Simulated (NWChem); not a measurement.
**CH6N2 (SMILES CNN): B3LYP/6-31G**

Aim: the electronic atomisation energy of CH6N2 at B3LYP/6-31G, from 4 runs. 

Program for the calculation: NWChem 7.3.0.

**1. Starting point**

The species is CH6N2 (9 atoms), meant as a singlet with charge 0. SMILES: `CNN`. Geometry: relaxed at PBE0-D4/def2-TZVP. This is one conformer, not always the lowest.

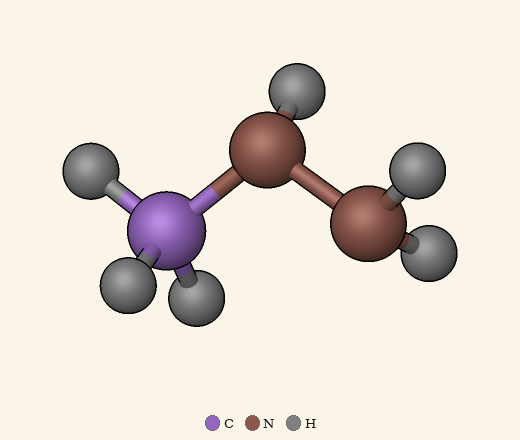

The structure, seen from a chosen angle (carbon purple, nitrogen brown, hydrogen grey).

**2. The energy at B3LYP/6-31G (run 1)**

File mol.nw:

```
echo
start mol
title "CH6N2"
memory 2200 mb
charge 0

geometry noautosym nocenter noautoz
   C     -0.632300     0.772800    -0.416900
   N      0.617000     0.174400    -0.007000
   N      0.386900    -0.878100     0.905200
   H     -1.339400     0.063700    -0.877000
   H     -0.423200     1.566400    -1.138500
   H     -1.118900     1.213000     0.454700
   H      1.126500    -0.146800    -0.824300
   H      0.164900    -1.755100     0.439600
   H      1.218500    -1.010300     1.464200
end

basis spherical bse
   * library 6-31G
end

dft
   xc b3lyp
   grid fine
   convergence energy 1e-08
   maxiter 100
   mulliken
   print low
end

task dft energy
```

The run is started by

```bash
nwchem mol.nw > mol.out
```

Output:

```text
[...]
 d= 0,ls=0.0,diis     1   -151.0780381866 -2.36D+02  1.91D-02  2.95D-01     0.5
[...]
 d= 0,ls=0.0,diis    10   -151.1156424612 -1.10D-10  2.54D-07  7.27D-11     3.1
         Total DFT energy =     -151.115642461173
      One electron energy =     -370.964312185365
           Coulomb energy =      156.811126138951
    Exchange-Corr. energy =      -21.525942284012
 Nuclear repulsion energy =       84.563485869253
[...]
      Total Density - Mulliken Population Analysis
     ---------------------------------------------
    Atom       Charge   Shell Charges
 -----------   ------   -------------------------------------------------------
    1 C    6     6.23   2.00  0.68  2.13  0.59  0.83
    2 N    7     7.44   2.00  0.79  2.50  0.86  1.31
    3 N    7     7.54   2.00  0.79  2.50  0.85  1.40
    4 H    1     0.90   0.54  0.36
    5 H    1     0.87   0.54  0.33
    6 H    1     0.83   0.54  0.30
    7 H    1     0.74   0.54  0.19
    8 H    1     0.74   0.54  0.20
    9 H    1     0.70   0.54  0.17
[...]
```

Run time: 3.6 s. Hardware: 1 thread of AMD EPYC 9R45 (Zen 5), shared host; peak memory 0.12 GiB.

**3. The C atom at the same level (run 2)**

File job.nw:

```
start job
memory 2200 mb

geometry units atomic noautosym nocenter noautoz
C   0.00000000  0.00000000  0.00000000
end

basis spherical bse
* library 6-31G
end

dft
xc b3lyp
mult 3
grid fine
convergence energy 1e-08
iterations 100
mulliken
print low
end

task dft energy
```

Run the same way, it converges to -37.84366 Eh (log not shown).

Run 3 isn't shown in full; the table further down has it.

**4. The N atom (run 4)**

File calc.nw:

```
start calc
title "N B3LYP"
memory total 2200 mb
charge 0
geometry noautosym nocenter noautoz
  N        0.000000       0.000000       0.000000
end
basis spherical bse
  N library 6-31G
end
dft
  xc b3lyp
  mult 4
  grid fine
  convergence energy 1e-08
  maxiter 100
  mulliken
  noprint "final vectors analysis"
end
task dft energy
```

Run the same way, it converges to -54.58287 Eh (log not shown).

**5. All runs side by side**

```csv
run,level,partner,energy (Eh),wall time
1,B3LYP/6-31G,base,-151.115642,3.6 s
2,UB3LYP/6-31G,atoms,-37.843662,0.58 s
3,UB3LYP/6-31G,atoms,-0.500273,0.54 s
4,UB3LYP/6-31G,atoms,-54.582875,0.58 s
```

**6. What came out**

At B3LYP/6-31G:

| quantity | value |
| --- | --- |
| N atom: total energy | -54.58287 Eh |
| N atom: ⟨S²⟩ | 3.752 |
| electronic atomisation energy | 30.058 eV |

**Reading.** Taking the molecule apart into free atoms costs 30.06 eV (2900 kJ/mol), before zero-point energy and without spin-orbit coupling. The basis has no polarisation functions, which makes bonds too weak. All runs together took 5.3 s, the longest 3.6 s.
